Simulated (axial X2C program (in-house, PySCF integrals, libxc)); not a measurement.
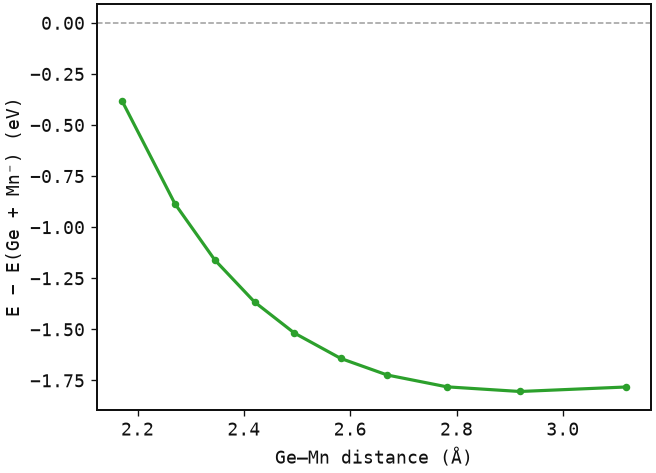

Energy at 10 bond lengths, for one set of occupations held fixed; the line joins the points. The lowest point is at 2.92 Å; the points are too few or too rough near it for spectroscopic constants. The lowest point lies 1.80 eV below Ge + Mn⁻.

## Run report: GeMn⁻, diatomic calculation in the non-relativistic limit

System: GeMn⁻, single determinant with M_S = 1 and |Λ| = 0.
Method: HF, spin-free X2C-1e, speed of light times 100, Ge dyall-av3z, Mn dyall-av3z (cores contracted) (axial X2C program (in-house, PySCF integrals, libxc)).

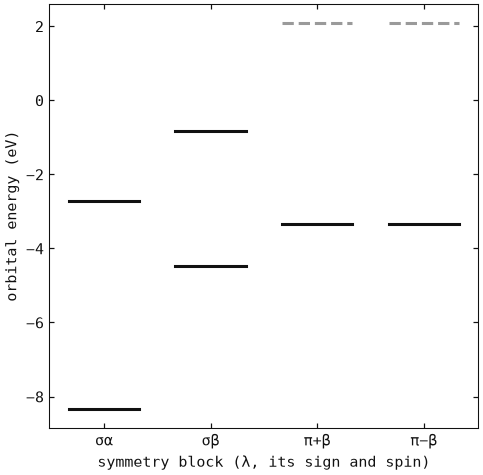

Orbital energies near the frontier at 2.50 Å, filled (solid) and empty (dashed); a label such as π−α means λ = −1 and α spin. The highest filled orbital (σβ; 49 % Mn s, 30 % Mn p) lies at −0.83 eV, the lowest empty one (π−β; 99 % Mn p) at 2.08 eV.

Input and output of the run follow.

**Input**
```
{"zs": [32, 25], "q": -1, "bas": ["dyall-av3z", "dyall-av3z"], "levels": ["PBE0", "HF", "PW91", "r2SCAN"], "cc": false, "r0": 2.4, "npts": 10, "nst": 2, "ntry": 6, "opt": {"cfac": 100}}
```

The line is the task of a batch: nuclear charges, charge, bases, the levels to run, a first guess of the distance and further settings. This report covers HF without spin-orbit coupling. The log is that of the reference distance 2.495 Å.

Launched within a batch (the task file carries these settings):
```bash
python <driver script> task.json out
```

**Output**
```
spin-free X2C-1e  HF
basis functions 200  fitting functions 1229  grid points 5801
iter        total energy     max residual
   1      -3225.204396914     2.09e-01
   2      -3225.258652927     1.41e-02
   3      -3225.266222448     9.07e-03
   4      -3225.267815546     5.39e-03
   5      -3225.268921852     1.62e-03
   6      -3225.269152519     7.47e-04
   7      -3225.269268580     4.76e-04
   8      -3225.269323261     2.99e-04
   9      -3225.269338866     1.73e-04
  10      -3225.269344263     1.29e-04
  11      -3225.269347452     9.15e-05
  12      -3225.269349796     6.59e-05
  13      -3225.269350967     3.06e-05
  14      -3225.269351194     1.05e-05
  15      -3225.269351214     4.06e-06
  16      -3225.269351219     2.02e-06
  17      -3225.269351220     1.13e-06
converged
one-electron -4829.97292466  Coulomb 1563.70513943  exact exchange -128.67762561  xc functional 0.00000000  nuclear repulsion 169.67605961
```

**The points of the curve**

| R (Å) | E (hartree) | dipole (D; origin at the first atom, positive when the second is positive) | highest filled (eV) | lowest empty (eV) |
| --- | --- | --- | --- | --- |
| 2.171 | −3225.227553 | −10.35 | −0.53 | 2.06 |
| 2.271 | −3225.246115 | −10.01 | −0.64 | 2.07 |
| 2.345 | −3225.256200 | −9.85 | −0.71 | 2.07 |
| 2.420 | −3225.263773 | −9.71 | −0.77 | 2.08 |
| 2.495 | −3225.269351 | −9.59 | −0.83 | 2.08 |
| 2.582 | −3225.273919 | −9.44 | −0.89 | 2.08 |
| 2.670 | −3225.276898 | −9.28 | −0.96 | 2.08 |
| 2.782 | −3225.279024 | −9.06 | −1.05 | 2.08 |
| 2.919 | −3225.279861 | −8.74 | −1.16 | 2.08 |
| 3.119 | −3225.279052 | −8.24 | −1.31 | 2.07 |

**Key numbers**

- outcome: converged
- largest ⟨S²⟩ along the curve: 5.09
- hardware: 1 CPU thread, shared host
- wall time: 16 s

**Notes**

Hartree–Fock lacks correlation, so it usually binds too weakly. ⟨S²⟩ reaches 5.09 where a pure state of this multiplicity has 2.00, so the determinant is spin-contaminated. Caveats: the speed of light is raised 100-fold, which removes relativity, so these aren't the values of the real molecule.
